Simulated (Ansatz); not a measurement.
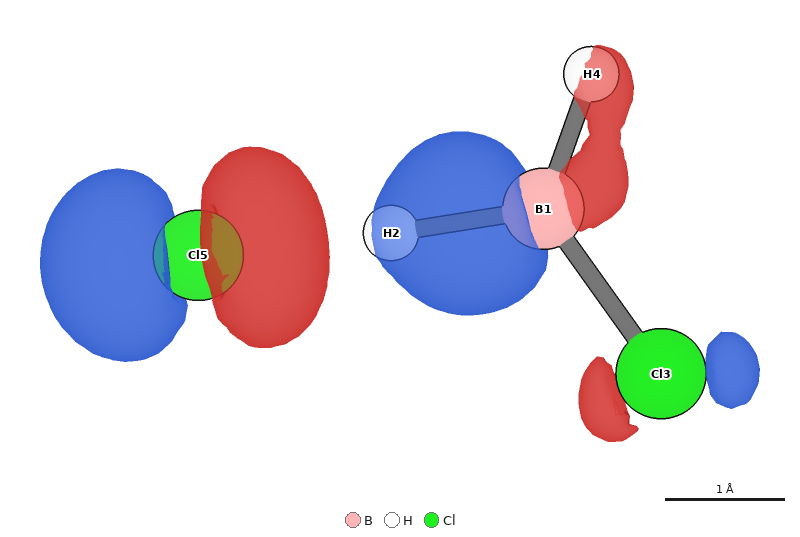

*BClH2···Cl (doublet). One frontier orbital at ±0.2 Å⁻³ᐟ² (red and blue are the two phases), seen at a tilt.*

The calculation used UKS revPBE-D4/def2-SVP in Ansatz.

```json
{"atom": "B", "x (Å)": "0.0237", "y (Å)": "0.0000", "z (Å)": "0.0182"}
{"atom": "H", "x (Å)": "0.0498", "y (Å)": "0.0000", "z (Å)": "1.3406"}
{"atom": "Cl", "x (Å)": "1.5433", "y (Å)": "0.0000", "z (Å)": "-0.7939"}
{"atom": "H", "x (Å)": "-1.0504", "y (Å)": "0.0000", "z (Å)": "-0.5428"}
{"atom": "Cl", "x (Å)": "0.0139", "y (Å)": "0.0000", "z (Å)": "3.0029"}
```

**Which orbital is it: HOMO (β) or LUMO (β)?**

The LUMO (β), at −5.07 eV. By Hirshfeld shares it lies mainly on Cl5 (about 55 %), B1 (about 20 %), H2 (about 10 %) and Cl3 (about 10 %); it is symmetric in the molecular plane (an in-plane orbital: σ, lone-pair or in-plane π type).
